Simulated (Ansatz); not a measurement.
As (space group Cmce)

```yaml
crystal:
  lattice:
    - [1.82790, -5.56367, 0.00000]
    - [1.82790, 5.56367, 0.00000]
    - [0.00000, 0.00000, 4.62748]
  atoms:
    - { symbol: As, position: [0.10728, 0.89272, 0.06980] }
    - { symbol: As, position: [0.89272, 0.10728, 0.93020] }
    - { symbol: As, position: [0.39272, 0.60728, 0.56980] }
    - { symbol: As, position: [0.60728, 0.39272, 0.43020] }
```

The volume is varied about the relaxed value V₀ at fixed cell shape. The atoms relax within the cell's symmetry.

These are r2SCAN+rVV10 (plane waves to 500 eV, PAW, scalar-relativistic; Ansatz, an electronic-structure program) values and carry that method's errors. k mesh 10×10×7 (Γ-centred), Fermi-Dirac smearing 0.05 eV. The energy includes the smearing's −TS. With the shape held, the modulus is that of even scaling; a crystal free to change shape is softer. As was relaxed with its symmetry unable to fall. The zero of ΔE is the relaxed starting cell.

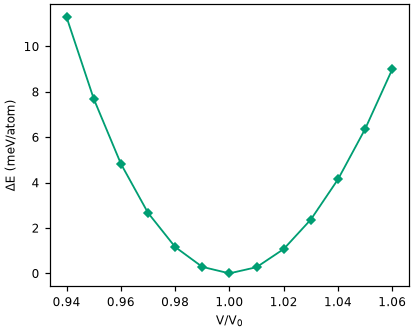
Figure: ΔE (meV/atom) against V/V₀; one marker a computed point.

Question: What is ΔE at V/V₀ = 1.060?

Answer: About 9 meV/atom.

Question: What bulk modulus at fixed cell shape B₀ follows from a third-order Birch-Murnaghan fit?

Answer: About 38 GPa.

Question: What is ΔE at V/V₀ = 0.940?

Answer: About 11 meV/atom.

(Under strain, the slope of the energy per volume gives the stress and its curvature an elastic modulus.)
